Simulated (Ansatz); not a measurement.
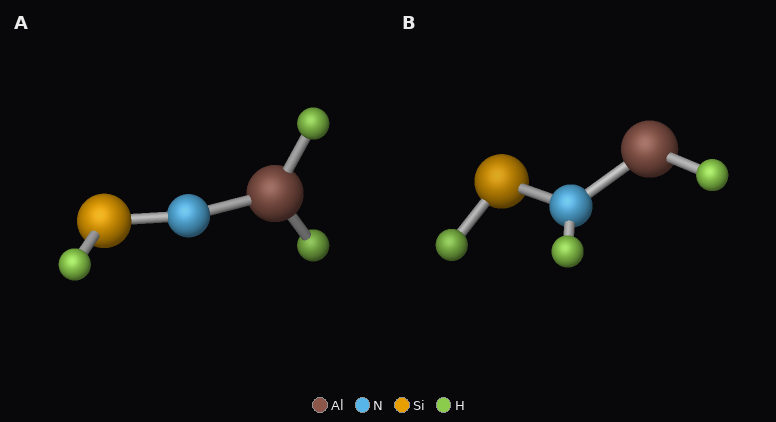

2 stationary structures of one formula. Charge 0, doublet. Geometries: PBE0-D4/def2-TZVP. Electronic energies: B3LYP-D4/def2-TZVPP (Ansatz 0.2.0), without zero-point energy. No frequency run is at hand to confirm each as a minimum.

Which is lowest in energy, and by how much?

Answer. B is lowest (Cs); A lies 0.131 eV above it (Cs).

Give E(B) − E(A) in eV at these levels too: UHF-CCSD(T) (frozen core)/def2-TZVPP; PBE0-D4/def2-TZVPP; ωB97M-V/def2-TZVPP; PBE-D4/def2-TZVPP; r2SCAN-D4/def2-TZVPP; B3LYP-D4/def2-TZVPP; PBE0-D4/def2-TZVP.

```
                               level  E(B) − E(A) (eV)
UHF-CCSD(T) (frozen core)/def2-TZVPP            −0.190
                  PBE0-D4/def2-TZVPP            −0.276
                  ωB97M-V/def2-TZVPP            −0.214
                   PBE-D4/def2-TZVPP            −0.181
                r2SCAN-D4/def2-TZVPP            −0.072
                 B3LYP-D4/def2-TZVPP            −0.131
                   PBE0-D4/def2-TZVP            −0.256
```
